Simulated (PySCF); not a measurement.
# GaNH4S2 (SMILES [NH2][Ga]([SH])[SH]): levels of theory compared

Aim: a comparison of 5 runs (HF/STO-3G, HF/def2-SVP, HF/def2-SVPD, B2PLYP/def2-SVPD, PBE0/pcseg-2) of GaNH4S2. 

The calculation is run with PySCF 2.14.0.

**1. The system as given**

GaNH4S2 has 8 atoms, charge 0, and is taken as a singlet. As SMILES, `[NH2][Ga]([SH])[SH]`. The coordinates come from a PBE0-D4/def2-TZVP relaxation. This is one conformer, not always the lowest.

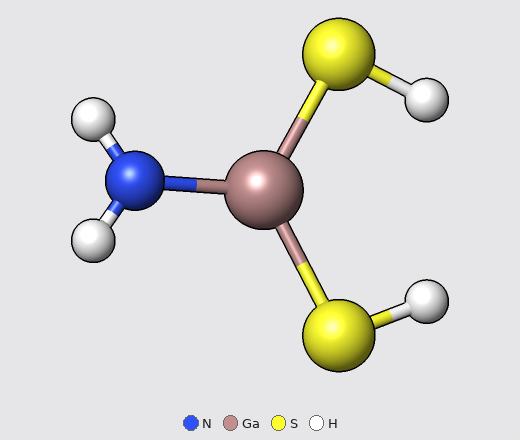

Viewed from a chosen angle; nitrogen blue, gallium pink, sulfur yellow, hydrogen white.

**2. Energy and forces at HF/STO-3G (run 1)**

The input, calc.py:

```python
import pyscf.grad
from pyscf import gto, scf

system = gto.Mole()
system.atom = '''
N     -0.636500     1.601400    -0.588800
Ga    -0.007400     0.015000     0.005000
S      2.100100    -0.105300     0.626000
S     -1.404300    -1.680600     0.129800
H     -0.038400     2.385300    -0.784600
H     -1.548200     1.706200    -0.999000
H      2.022300    -1.396200     0.984900
H     -0.487600    -2.525800     0.626600
'''
system.max_memory = 1860
system.verbose = 4
system.basis = 'sto-3g'
system.spin = 0
system.build()

mf = scf.RHF(system)
mf.conv_tol = 1e-10
mf.kernel()
if not mf.converged:
    mf = mf.newton().run(mf.mo_coeff, mf.mo_occ)

energy = mf.e_tot
print('E = %.10f Eh' % energy)
grad = mf.Gradients().kernel()
mf.analyze()
```

Launch:

```bash
$ OMP_NUM_THREADS=1 python calc.py
```

Output:

```text
PySCF version 2.14.0

[... 87 lines left out ...]
DFT Exchange-Correlation Energy =     -133.182511711257121
[... 10 lines left out ...]
MO #9   energy= -8.62306787805136  occ= 2
[... 8 lines left out ...]
MO #18  energy= -3.90795246278545  occ= 2
[... 8 lines left out ...]
MO #27  energy= -0.444184656608251 occ= 2
[... 8 lines left out ...]
MO #36  energy= -0.259463625578087 occ= 2
[... 8 lines left out ...]
MO #45  energy= 0.795446822673038  occ= 0
[... 56 lines left out ...]
Dipole moment(X, Y, Z, Debye):  0.12435, -0.17611, -0.31749
```

It took 7.5 s on 1 thread of Intel Xeon at 2.50GHz (Skylake/Cascade Lake), shared host; peak memory 0.12 GiB.

**3. Energy and forces at HF/def2-SVP (run 2)**

The input, calc.py:

```python
from pyscf import gto

system = gto.M(
    atom='''
N   -0.636500   1.601400  -0.588800
Ga  -0.007400   0.015000   0.005000
S    2.100100  -0.105300   0.626000
S   -1.404300  -1.680600   0.129800
H   -0.038400   2.385300  -0.784600
H   -1.548200   1.706200  -0.999000
H    2.022300  -1.396200   0.984900
H   -0.487600  -2.525800   0.626600
''',
    max_memory=1860,
    charge=0,
    basis='def2-svp',
    verbose=4,
)

myscf = system.RHF()
myscf.conv_tol = 1e-10
myscf.kernel()
if not myscf.converged:
    myscf = myscf.newton().run(myscf.mo_coeff, myscf.mo_occ)

e_tot = myscf.e_tot
print('Final energy', e_tot)
grad = myscf.nuc_grad_method().kernel()
myscf.analyze()
```

Launch:

```bash
$ OMP_NUM_THREADS=1 python calc.py
```

Output:

```text
PySCF version 2.14.0

[... 92 lines left out ...]
MO #7   energy= -42.5142821787502  occ= 2
[... 18 lines left out ...]
MO #26  energy= -1.08846219671476  occ= 2
[... 18 lines left out ...]
MO #45  energy= 0.27643605297158   occ= 0
[... 18 lines left out ...]
MO #64  energy= 0.947691731036598  occ= 0
[... 18 lines left out ...]
MO #83  energy= 1.82952619188867   occ= 0
[... 18 lines left out ...]
MO #102 energy= 3.72020880451508   occ= 0
[... 113 lines left out ...]
Dipole moment(X, Y, Z, Debye):  0.03783,  0.06194, -0.46089
```

It took 30 s on 1 thread of Intel Xeon at 2.50GHz (Skylake/Cascade Lake), shared host; peak memory 0.22 GiB.

Runs 3 to 4 aren't shown in full; the table further down has their settings and results.

**4. Energy and forces at PBE0/pcseg-2 (run 5)**

The input, job.py:

```python
# [NH2][Ga]([SH])[SH]
import pyscf.grad
from pyscf import gto, dft

molecule = gto.M(
    atom=[
    ('N', (-0.636500, 1.601400, -0.588800)),
    ('Ga', (-0.007400, 0.015000, 0.005000)),
    ('S', (2.100100, -0.105300, 0.626000)),
    ('S', (-1.404300, -1.680600, 0.129800)),
    ('H', (-0.038400, 2.385300, -0.784600)),
    ('H', (-1.548200, 1.706200, -0.999000)),
    ('H', (2.022300, -1.396200, 0.984900)),
    ('H', (-0.487600, -2.525800, 0.626600)),
],
    max_memory=1860,
    verbose=4,
    basis='pcseg-2',
)

calc0 = dft.RKS(molecule, xc='pbe0')
calc0.grids.level = 5
calc0.conv_tol = 1e-10
calc0.kernel()
if not calc0.converged:
    calc0 = calc0.newton().run(calc0.mo_coeff, calc0.mo_occ)

e_final = calc0.e_tot
print(f'total energy: {e_final:.8f} hartree')
grad = calc0.Gradients().kernel()
dip = calc0.dip_moment()
pop, q = calc0.mulliken_pop()
```

Launch:

```bash
$ OMP_NUM_THREADS=1 python job.py
```

Output:

```text
PySCF version 2.14.0

[... 77 lines left out ...]
converged SCF energy = -2778.00572861597
total energy: -2778.00572862 hartree
[... 12 lines left out ...]
Dipole moment(X, Y, Z, Debye): -0.02214,  0.18686, -0.43440
[... 206 lines left out ...]
charge of    7H =      0.08079
```

Wall time 9 min (1 thread of Intel Xeon at 2.50GHz (Skylake/Cascade Lake), shared host); peak memory 3 GiB.

**5. All runs side by side**

| run | level | task | frozen core orbitals | energy (Eh) | dipole moment (D) | HOMO energy (eV) | LUMO energy (eV) | wall time |
| --- | --- | --- | --- | --- | --- | --- | --- | --- |
| 1 | HF/STO-3G | gradient | – | -2743.394607 | 0.38 | -6.92 | 6.41 | 7.5 s |
| 2 | HF/def2-SVP | gradient | – | -2774.652764 | 0.47 | -10.17 | 2.99 | 30 s |
| 3 | HF/def2-SVPD | gradient | – | -2774.674393 | 0.48 | -10.32 | 1.12 | 77 s |
| 4 | B2PLYP/def2-SVPD | energy | 20 | -2777.281407 | 0.51 | -8.54 | -0.05 | 72 s |
| 5 | PBE0/pcseg-2 | gradient | – | -2778.005729 | 0.47 | -7.40 | -0.55 | 9 min |

**6. Results**

| quantity | value |
| --- | --- |
| run 5: total energy | -2778.00573 Eh |
| run 5: dipole moment | 0.47 D |
| run 5: HOMO energy | -7.40 eV |
| run 5: LUMO energy | -0.55 eV |
| run 5: HOMO–LUMO gap | 6.85 eV |
| run 5: largest force on an atom | 0.034 eV/Å |

In words: The dipole moment (its size) runs from 0.38 D (HF/STO-3G) to 0.51 D (B2PLYP/def2-SVPD). The two ends differ in method and basis. A double hybrid's value is that of its SCF part. The HOMO–LUMO gap runs from 6.85 eV (PBE0/pcseg-2) to 13.34 eV (HF/STO-3G). Totals of different functionals can't be ranked against each other. In run 1 the basis is minimal, so the values are rough. All runs together took 12 min, the longest 9 min.
